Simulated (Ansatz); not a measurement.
# BH (triplet): from Hartree-Fock to the top rungs at distance B1–H2 = 1.327 Å, cc-pVQZ

How much of the correlation energy of BH (triplet) does each wave-function method recover here?

The runs use Ansatz 0.2.0, Gaussian basis; cc-pVQZ, core rule «outside noble gas», up to 1 orbitals frozen.

To be run: UHF; CCSD(T) on ROHF; CCSD(T) on UHF; BCCD(T) on ROHF; CCSDT(Q) on ROHF; CCSDT(Q) on UHF; CASSCF and NEVPT2, 4 electrons in 5 orbitals; Full CI.

17 further runs of the same task are left out: 10 that didn't finish, 7 set aside as unsound or not needed.

**1. What is computed**

The geometry derives from a PBE0/def2-TZVP stationary point (not a proven minimum). One bond is set to the value named and the two fragments are kept rigid.

2 atoms, charge 0, spin multiplicity 3.

Atoms are counted from 1 here; the program's logs count them from 0.

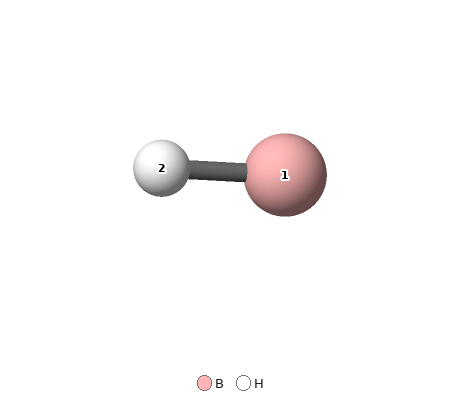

The geometry (boron pink, hydrogen white); atoms are numbered from 1 in the order of the file.

In the tables R marks a restricted open-shell determinant and U an unrestricted one; 'valence' is the active space of 4 electrons in 5 orbitals; energies count from the table's Hartree-Fock row.

**2. UHF**

in.yaml reads:

```yaml
crystal:
  periodic: [false, false, false]
  atoms:
    - {symbol: B, position_ang: [0.000000, 0.000000, 0.000000]}
    - {symbol: H, position_ang: [0.000000, 0.000000, 1.327000]}
basis:
  gaussian: {orbitals: cc-pVQZ}
magnetization: {spin_polarized: true, initial_magnetization: 2}
hamiltonian: {xc: hf}
output: {orbitals: {seedname: orbitals}}
```

Command:

```sh
$ ansatz run in.yaml --threads 1 --pin off --events-out ev --progress --plain --max-ram 2393MiB
```

Output:

```text
Functional definition: HF
  name "HF"
  cite "Fock, Z. Phys. 61, 126 (1930) doi:10.1007/BF01340294"
  parent pbe
  exchange = exact_x
  correlation = 0
280 factors; their error is unknown
mean field evaluation 1: about -682.2510 eV, gradient 6.8e0 eV
mean field evaluation 2: about -682.9478 eV, gradient 3.3e0 eV
mean field evaluation 4: about -683.2519 eV, gradient 7.1e-1 eV
mean field evaluation 8: about -683.2721 eV, gradient 2.9e-2 eV
mean field evaluation 16: about -683.2166 eV, gradient 1.5e0 eV
mean field -683.27073642 eV, -25.1097364258 hartree, gradient 2.5e-5 eV, S^2 2.003468; 0 other end points of the search recorded, 0 dependent functions left out
reference -683.27073642 eV, -25.1097364258 hartree; 4, 2 occupied and 81, 83 virtual orbitals, 280 factors
Total energy: -683.27073642 eV, -25.1097364258 hartree
```

Wall time 0.34 s (1 thread of Arm Neoverse N1, shared host).

From the report: ⟨S²⟩ of the determinant 2.003 (pure triplet: 2.00).

**3. CCSD(T) on ROHF**

in.yaml reads:

```yaml
crystal:
  periodic: [false, false, false]
  atoms:
    - {symbol: B, position_ang: [0.000000, 0.000000, 0.000000]}
    - {symbol: H, position_ang: [0.000000, 0.000000, 1.327000]}
basis:
  gaussian: {orbitals: cc-pVQZ}
magnetization: {spin_polarized: false, initial_magnetization: 2}
correlation: {method: ccsd_t, electrons: outside_noble_gas}
```

Launched as before.

Output (excerpt; [...] marks lines left out):

```text
Functional definition: HF
  name "HF"
  cite "Fock, Z. Phys. 61, 126 (1930) doi:10.1007/BF01340294"
  parent pbe
[...]
507 factors; integrals over basis functions are off by at most 1.2e-3 eV
[...]
mean field -683.23151901 eV, -25.1082952126 hartree, gradient 1.9e-6 eV, S^2 2.000000; 2 other end points of the search recorded, 0 dependent functions left out
[...]
1 core orbitals not correlated: weight in the atoms' cores, before any rotation towards them, 1.000 or more for the frozen orbitals, at most 0.000 for the correlated occupied ones
reference -683.23151901 eV, -25.1082952126 hartree; 3, 1 occupied and 81, 83 virtual orbitals, 507 factors
second order -1.48957350 eV of doubles, -0.02649945 eV of singles
cycle   1  -1.75949098 eV  change   -2.4e-1 eV  update   4.4e-2
[...]
cycle  10  -1.90929018 eV  change   -2.2e-6 eV  update   3.3e-6
perturbative correction -0.04912713 eV, -0.0018053888 hartree
Total energy: -685.18993632 eV, -25.1802657215 hartree
```

Wall time 3.6 s (1 thread of Arm Neoverse N1, shared host); peak memory 0.31 GiB.

From the report: correlation -1.9584 eV; T1 0.029; largest double amplitude 0.05.

**4. CCSD(T) on UHF**

in.yaml: that of step 3 with these lines changed.

```diff
@@ -7,3 +7,3 @@
   gaussian: {orbitals: cc-pVQZ}
-magnetization: {spin_polarized: false, initial_magnetization: 2}
+magnetization: {spin_polarized: true, initial_magnetization: 2}
 correlation: {method: ccsd_t, electrons: outside_noble_gas}
```

Launched as before.

Output (excerpt; [...] marks lines left out):

```text
Functional definition: HF
  name "HF"
  cite "Fock, Z. Phys. 61, 126 (1930) doi:10.1007/BF01340294"
  parent pbe
[...]
507 factors; integrals over basis functions are off by at most 1.2e-3 eV
[...]
mean field -683.27074660 eV, -25.1097367999 hartree, gradient 2.5e-6 eV, S^2 2.003468; 2 other end points of the search recorded, 0 dependent functions left out
1 core orbitals not correlated: weight in the atoms' cores, before any rotation towards them, 1.000 or more for the frozen orbitals, at most 0.000 for the correlated occupied ones
reference -683.27074660 eV, -25.1097367999 hartree; 3, 1 occupied and 81, 83 virtual orbitals, 507 factors
second order -1.48241046 eV of doubles, -0.00000000 eV of singles
cycle   1  -1.72530406 eV  change   -2.4e-1 eV  update   4.3e-2
[...]
cycle  10  -1.87195245 eV  change   -2.5e-6 eV  update   3.7e-6
perturbative correction -0.04811879 eV, -0.0017683328 hartree
Total energy: -685.19081783 eV, -25.1802981163 hartree
```

Run time: 3.3 s. Hardware: 1 thread of Arm Neoverse N1, shared host; peak memory 0.31 GiB.

From the report: ⟨S²⟩ of the determinant 2.003 (pure triplet: 2.00); correlation -1.9201 eV; T1 0.023; largest double amplitude 0.05.

**5. BCCD(T) on ROHF**

in.yaml reads:

```yaml
crystal:
  periodic: [false, false, false]
  atoms:
    - {symbol: B, position_ang: [0.000000, 0.000000, 0.000000]}
    - {symbol: H, position_ang: [0.000000, 0.000000, 1.327000]}
basis:
  gaussian: {orbitals: cc-pVQZ}
magnetization: {spin_polarized: false, initial_magnetization: 2}
correlation: {method: bccd_t, electrons: outside_noble_gas}
```

Same command.

Output (excerpt; [...] marks lines left out):

```text
Functional definition: HF
  name "HF"
  cite "Fock, Z. Phys. 61, 126 (1930) doi:10.1007/BF01340294"
  parent pbe
[...]
507 factors; integrals over basis functions are off by at most 1.2e-3 eV
[...]
mean field -683.23151901 eV, -25.1082952126 hartree, gradient 1.9e-6 eV, S^2 2.000000; 2 other end points of the search recorded, 0 dependent functions left out
[...]
1 core orbitals not correlated: weight in the atoms' cores, before any rotation towards them, 1.000 or more for the frozen orbitals, at most 0.000 for the correlated occupied ones
reference -683.23151901 eV, -25.1082952126 hartree; 3, 1 occupied and 81, 83 virtual orbitals, 507 factors
second order -1.48957350 eV of doubles, -0.02649945 eV of singles
cycle   1  -1.76819356 eV  change   -2.5e-1 eV  update   4.4e-2
[...]
cycle  11  -1.90931603 eV  change    1.2e-7 eV  update   1.5e-6
perturbative correction -0.04956556 eV, -0.0018215008 hartree
Total energy: -685.19040060 eV, -25.1802827832 hartree
```

It took 4.9 s on 1 thread of Arm Neoverse N1, shared host; peak memory 0.4 GiB.

From the report: correlation -1.9589 eV; largest double amplitude 0.05.

**6. CCSDT(Q) on ROHF**

in.yaml: that of step 5 with these lines changed.

```diff
@@ -8,2 +8,2 @@
 magnetization: {spin_polarized: false, initial_magnetization: 2}
-correlation: {method: bccd_t, electrons: outside_noble_gas}
+correlation: {method: ccsdt_q, electrons: outside_noble_gas}
```

Launched as before.

Output:

```text
Functional definition: HF
  name "HF"
  cite "Fock, Z. Phys. 61, 126 (1930) doi:10.1007/BF01340294"
  parent pbe
  exchange = exact_x
  correlation = 0
983 factors; integrals over basis functions are off by at most 1.5e-7 eV
mean field evaluation 1: about -681.9068 eV, gradient 7.0e0 eV
mean field evaluation 2: about -681.9070 eV, gradient 7.0e0 eV
mean field evaluation 4: about -683.1417 eV, gradient 1.8e0 eV
mean field evaluation 8: about -683.2313 eV, gradient 9.5e-2 eV
mean field evaluation 16: about -682.8874 eV, gradient 3.7e0 eV
mean field evaluation 32: about -683.0381 eV, gradient 4.1e0 eV
mean field -683.23151921 eV, -25.1082952200 hartree, gradient 1.8e-6 eV, S^2 2.000000; 2 other end points of the search recorded, 0 dependent functions left out
mean field evaluation 64: about -683.2138 eV, gradient 1.9e0 eV
1 core orbitals not correlated: weight in the atoms' cores, before any rotation towards them, 1.000 or more for the frozen orbitals, at most 0.000 for the correlated occupied ones
reference -683.23151921 eV, -25.1082952200 hartree; 3, 1 occupied and 81, 83 virtual orbitals, 983 factors
second order -1.48957679 eV of doubles, -0.02649947 eV of singles
cycle   1  -1.75948868 eV  change   -2.4e-1 eV  update   4.7e-2
cycle   2  -1.94867684 eV  change   -1.9e-1 eV  update   2.5e-2
cycle   3  -1.95868609 eV  change   -1.0e-2 eV  update   1.1e-2
cycle   4  -1.97209519 eV  change   -1.3e-2 eV  update   5.8e-3
cycle   5  -1.97263908 eV  change   -5.4e-4 eV  update   1.8e-3
cycle   6  -1.97157175 eV  change    1.1e-3 eV  update   4.9e-4
cycle   7  -1.97201614 eV  change   -4.4e-4 eV  update   2.3e-4
cycle   8  -1.97206194 eV  change   -4.6e-5 eV  update   8.3e-5
cycle   9  -1.97198928 eV  change    7.3e-5 eV  update   2.9e-5
cycle  10  -1.97200589 eV  change   -1.7e-5 eV  update   1.0e-5
cycle  11  -1.97200635 eV  change   -4.6e-7 eV  update   3.7e-6
cycle  12  -1.97200628 eV  change    7.8e-8 eV  update   1.3e-6
cycle  13  -1.97200534 eV  change    9.3e-7 eV  update   4.9e-7
cycle  14  -1.97200528 eV  change    6.5e-8 eV  update   1.5e-7
perturbative correction -0.00060847 eV, -0.0000223609 hartree
Total energy: -685.20413296 eV, -25.1807874381 hartree
```

Run time: 90 s. Hardware: 1 thread of Arm Neoverse N1, shared host; peak memory 0.98 GiB.

From the report: correlation -1.9726 eV; T1 0.030; largest double amplitude 0.05.

**7. CCSDT(Q) on UHF**

in.yaml: that of step 6 with these lines changed.

```diff
@@ -7,3 +7,3 @@
   gaussian: {orbitals: cc-pVQZ}
-magnetization: {spin_polarized: false, initial_magnetization: 2}
+magnetization: {spin_polarized: true, initial_magnetization: 2}
 correlation: {method: ccsdt_q, electrons: outside_noble_gas}
```

Launched as before.

Output:

```text
Functional definition: HF
  name "HF"
  cite "Fock, Z. Phys. 61, 126 (1930) doi:10.1007/BF01340294"
  parent pbe
  exchange = exact_x
  correlation = 0
983 factors; integrals over basis functions are off by at most 1.5e-7 eV
mean field evaluation 1: about -682.2497 eV, gradient 6.8e0 eV
mean field evaluation 2: about -682.2502 eV, gradient 6.8e0 eV
mean field evaluation 4: about -683.2012 eV, gradient 1.3e0 eV
mean field evaluation 8: about -683.2704 eV, gradient 1.1e-1 eV
mean field evaluation 16: about -683.2495 eV, gradient 7.2e-1 eV
mean field evaluation 32: about -683.2192 eV, gradient 1.5e0 eV
mean field -683.27074683 eV, -25.1097368085 hartree, gradient 2.9e-6 eV, S^2 2.003468; 2 other end points of the search recorded, 0 dependent functions left out
1 core orbitals not correlated: weight in the atoms' cores, before any rotation towards them, 1.000 or more for the frozen orbitals, at most 0.000 for the correlated occupied ones
reference -683.27074683 eV, -25.1097368085 hartree; 3, 1 occupied and 81, 83 virtual orbitals, 983 factors
second order -1.48241370 eV of doubles, -0.00000000 eV of singles
cycle   1  -1.72530180 eV  change   -2.4e-1 eV  update   4.6e-2
cycle   2  -1.91195240 eV  change   -1.9e-1 eV  update   2.4e-2
cycle   3  -1.92083997 eV  change   -8.9e-3 eV  update   1.0e-2
cycle   4  -1.93323013 eV  change   -1.2e-2 eV  update   5.6e-3
cycle   5  -1.93408800 eV  change   -8.6e-4 eV  update   1.9e-3
cycle   6  -1.93308986 eV  change    1.0e-3 eV  update   4.9e-4
cycle   7  -1.93348895 eV  change   -4.0e-4 eV  update   2.2e-4
cycle   8  -1.93356357 eV  change   -7.5e-5 eV  update   8.2e-5
cycle   9  -1.93348732 eV  change    7.6e-5 eV  update   3.3e-5
cycle  10  -1.93349778 eV  change   -1.0e-5 eV  update   1.1e-5
cycle  11  -1.93349945 eV  change   -1.7e-6 eV  update   4.0e-6
cycle  12  -1.93349982 eV  change   -3.7e-7 eV  update   1.3e-6
cycle  13  -1.93349900 eV  change    8.2e-7 eV  update   4.9e-7
cycle  14  -1.93349888 eV  change    1.2e-7 eV  update   1.5e-7
perturbative correction -0.00060799 eV, -0.0000223433 hartree
Total energy: -685.20485370 eV, -25.1808139250 hartree
```

It took 90 s on 1 thread of Arm Neoverse N1, shared host; peak memory 0.96 GiB.

From the report: ⟨S²⟩ of the determinant 2.003 (pure triplet: 2.00); correlation -1.9341 eV; T1 0.024; largest double amplitude 0.05.

**8. CASSCF and NEVPT2, 4 electrons in 5 orbitals**

in.yaml reads:

```yaml
crystal:
  periodic: [false, false, false]
  atoms:
    - {symbol: B, position_ang: [0.000000, 0.000000, 0.000000]}
    - {symbol: H, position_ang: [0.000000, 0.000000, 1.327000]}
basis:
  gaussian: {orbitals: cc-pVQZ}
magnetization: {spin_polarized: false, initial_magnetization: 2}
correlation: {method: sc_nevpt2, electrons: outside_noble_gas, active_space: {window: {electrons: 4, orbitals: 5}, shells: [{species: B, l: s, shell: 2}, {species: B, l: p, shell: 2}, {species: H, l: s, shell: 1}]}}
```

Launched as before.

Output:

```text
Functional definition: HF
  name "HF"
  cite "Fock, Z. Phys. 61, 126 (1930) doi:10.1007/BF01340294"
  parent pbe
  exchange = exact_x
  correlation = 0
983 factors; integrals over basis functions are off by at most 1.5e-7 eV
mean field evaluation 1: about -681.9068 eV, gradient 7.0e0 eV
mean field evaluation 2: about -681.9070 eV, gradient 7.0e0 eV
mean field evaluation 4: about -683.1417 eV, gradient 1.8e0 eV
mean field evaluation 8: about -683.2313 eV, gradient 9.5e-2 eV
mean field evaluation 16: about -683.2025 eV, gradient 1.7e0 eV
mean field -683.23151921 eV, -25.1082952200 hartree, gradient 1.8e-6 eV, S^2 2.000000; 2 other end points of the search recorded, 0 dependent functions left out
reference -683.23151921 eV, -25.1082952200 hartree; 4, 2 occupied and 81, 83 virtual orbitals, 983 factors
state -683.92910794 eV, -25.1339311329 hartree
state -683.92910794 eV, -25.1339311329 hartree; corrected -684.82783984 eV, -25.1669589211 hartree
Total energy: -684.82783984 eV, -25.1669589211 hartree
Checks for a lower state left out: starts, orbital_swaps
```

Run time: 2.7 s. Hardware: 1 thread of Arm Neoverse N1, shared host.

From the report: 24 determinants; active occupations 1.96, 1.00, 1.00, 0.02, 0.01.

**9. Full CI**

in.yaml reads:

```yaml
crystal:
  periodic: [false, false, false]
  atoms:
    - {symbol: B, position_ang: [0.000000, 0.000000, 0.000000]}
    - {symbol: H, position_ang: [0.000000, 0.000000, 1.327000]}
basis:
  gaussian: {orbitals: cc-pVQZ}
magnetization: {spin_polarized: false, initial_magnetization: 2}
correlation: {method: fci, electrons: outside_noble_gas}
```

Same command.

Output:

```text
Functional definition: HF
  name "HF"
  cite "Fock, Z. Phys. 61, 126 (1930) doi:10.1007/BF01340294"
  parent pbe
  exchange = exact_x
  correlation = 0
983 factors; integrals over basis functions are off by at most 1.5e-7 eV
mean field evaluation 1: about -681.9068 eV, gradient 7.0e0 eV
mean field evaluation 2: about -681.9070 eV, gradient 7.0e0 eV
mean field evaluation 4: about -683.1417 eV, gradient 1.8e0 eV
mean field evaluation 8: about -683.2313 eV, gradient 9.5e-2 eV
mean field evaluation 16: about -683.2025 eV, gradient 1.7e0 eV
mean field -683.23151921 eV, -25.1082952200 hartree, gradient 1.8e-6 eV, S^2 2.000000; 2 other end points of the search recorded, 0 dependent functions left out
mean field evaluation 32: about -683.2674 eV, gradient 3.1e-1 eV
1 core orbitals not correlated: weight in the atoms' cores, before any rotation towards them, 1.000 or more for the frozen orbitals, at most 0.000 for the correlated occupied ones
reference -683.23151921 eV, -25.1082952200 hartree; 3, 1 occupied and 81, 83 virtual orbitals, 983 factors
state -685.20415691 eV, -25.1807883182 hartree
Total energy: -685.20415691 eV, -25.1807883182 hartree
```

Wall time 71 s (1 thread of Arm Neoverse N1, shared host); peak memory 0.58 GiB.

From the report: 3,037,760 determinants, symmetry B1.

**10. Natural occupations**

Natural occupations of the FCI state about the gap (report; correlated orbitals 1 to 10): 1.937, 0.989, 0.987, 0.025, 0.021, 0.008, 0.007, 0.006, 0.004, 0.004. The count of effectively unpaired electrons, Σ n²(2 − n)², is 2.02; a single determinant of this spin has 2.

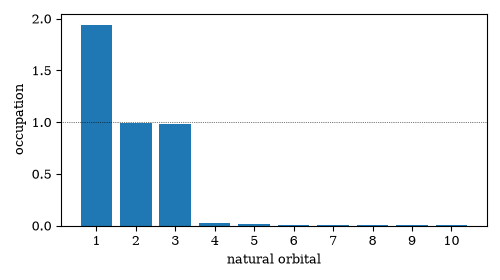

Natural occupations of the FCI state.

**11. All levels against the top one**

The yardstick is full CI for this spin, exact in this basis with these frozen cores. Rows without a time come out of other runs: HF, MP2 and CCSD of CCSD(T), CCSDT of CCSDT(Q), CASSCF and MRCISD of the multireference runs.

Differences are taken before rounding.

```csv
method,energy from the lowest RHF (meV),from FCI (meV),time
RHF,0.0,+1972.6,
UHF,-39.2,+1933.4,
RMP2,-1516.1,+456.6,
UMP2,-1521.6,+451.0,
RCCSD,-1909.3,+63.3,
UCCSD,-1911.2,+61.5,
RCCSD(T),-1958.4,+14.2,3.6 s
UCCSD(T),-1959.3,+13.3,3.3 s
BCCD(T),-1958.9,+13.8,4.9 s
RCCSDT,-1972.0,+0.6,
UCCSDT,-1972.7,-0.1,
RCCSDT(Q),-1972.6,0.0,90 s
UCCSDT(Q),-1973.3,-0.7,90 s
CASSCF valence,-697.6,+1275.0,
NEVPT2 valence,-1596.3,+376.3,2.7 s
FCI,-1972.6,0,71 s
```

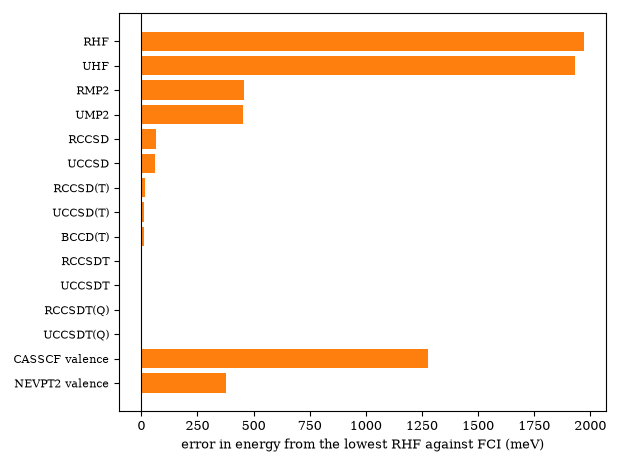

Error of each method against FCI.

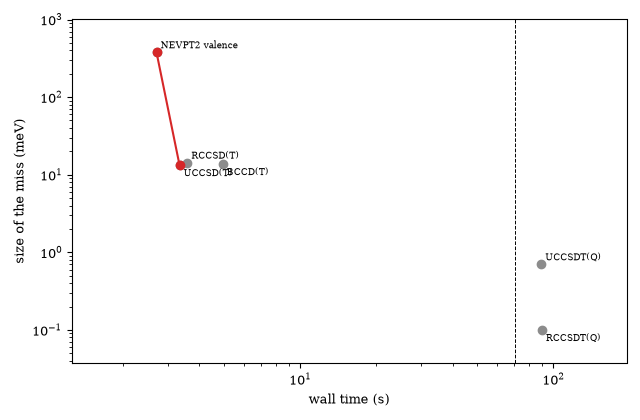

Miss against cost. Red marks the levels that no quicker level drawn beats (of those quicker than the yardstick), and the dashed line is the time of FCI. Misses under 0.1 meV are drawn at that value. Times are from a shared host.

**12. What came out**

```
                         quantity                                                              value
         FCI below the RHF energy                                                         -1.9726 eV
                    RMP2 from FCI                                                         +456.6 meV
                    UMP2 from FCI                                                         +451.0 meV
                   RCCSD from FCI                                                          +63.3 meV
                RCCSD(T) from FCI                                                          +14.2 meV
                UCCSD(T) from FCI                                                          +13.3 meV
               RCCSDT(Q) from FCI                                                            0.0 meV
               UCCSDT(Q) from FCI                                                           -0.7 meV
          NEVPT2 valence from FCI                                                         +376.3 meV
levels within 1 kcal/mol (43 meV)  RCCSD(T), UCCSD(T), BCCD(T), RCCSDT, UCCSDT, RCCSDT(Q), UCCSDT(Q)
                    T1 diagnostic                                                              0.029
   effectively unpaired electrons                                                               2.02
```

What this shows: RCCSD(T) lands +14.2 meV from the yardstick (0.7 % of the correlation energy). One determinant dominates. These misses are within one basis, not against nature; the frozen cores of restricted and unrestricted runs differ, which can shift their rows.

For cost: UCCSD(T) gets within 13.3 meV in 3.3 s, where FCI took 71 s; the quickest level in the cost chart, NEVPT2 valence, takes 2.7 s and misses by 376.3 meV.
